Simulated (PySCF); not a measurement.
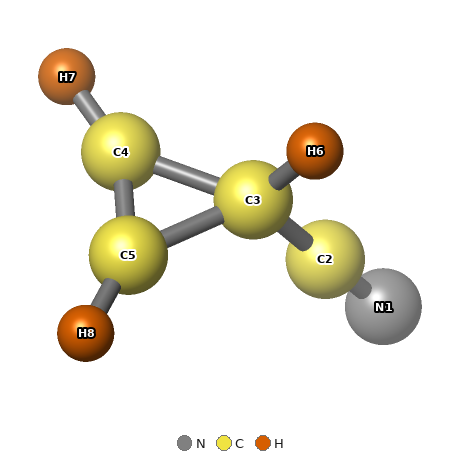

C₄H₃N, SMILES N#CC1C=C1. Simulated ¹H spectrum at 400 MHz, line width 0.6 Hz, from GIAO shifts (B97-2/pcSseg-2, against TMS) and couplings (B3LYP/pcJ-1), PySCF 2.14.0, at a PBE0-D3(BJ)/def2-SVP geometry (no frequency check). Gas phase, values of one conformer, averaged over methyl-type rotors and exact or near symmetry; couplings among ¹H are treated exactly, other nuclei are left out. The upper panels enlarge each group of lines, each scaled alone.

### Give the shifts and couplings that make up the spectrum.

```csv
δ (ppm),nuclei,atoms
7.09,2,"H7, H8"
2.02,1,H6
```


```csv
pair,J (Hz)
"H7–H6, H8–H6",−2.2
```

Not listed: couplings under 0.5 Hz, those between magnetically equivalent nuclei.

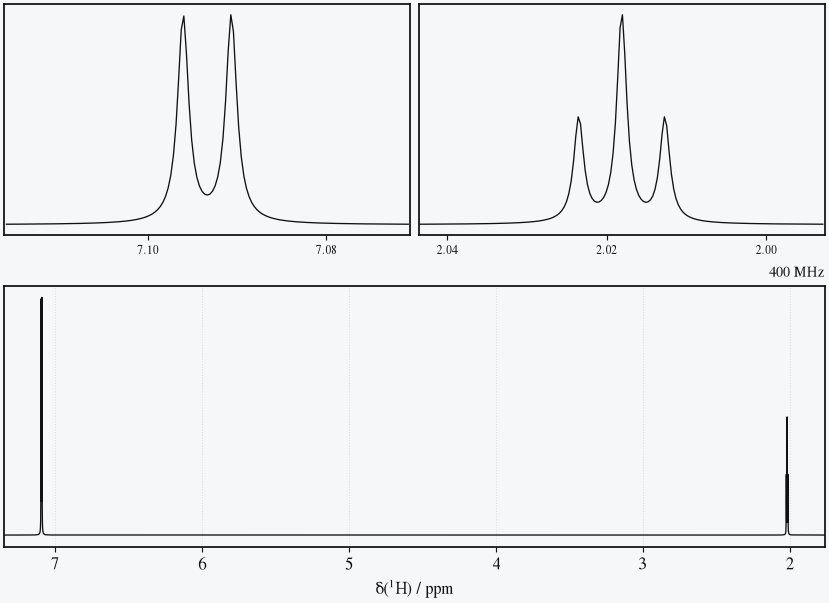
